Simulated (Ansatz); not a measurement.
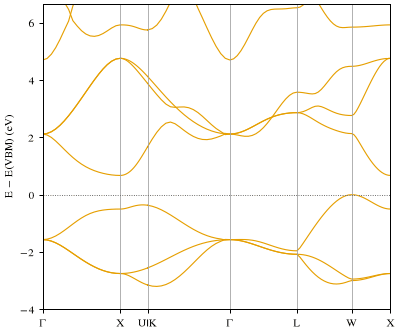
Figure. Band structure from the program Ansatz at the PBE level (PAW)

Problem. Read off the gap and where the band edges lie.

Solution. About 0.7 eV (0.67 eV by a search for the band edges); maximum at W, minimum at X.

The material is PbSe (zinc blende, F-43m).

A made-up cell: these elements were put on the sites of a structure type; neither database checked (COD, Materials Project) lists it. It is not the phase usual at ambient conditions (space group No. 225). Symmetry was held in the PBE relaxation. At this level the phase is mechanically unstable. Scalar-relativistic: spin–orbit coupling is off unless named, which matters more the heavier the elements.

Potentials: the later of the program's two PAW sets.
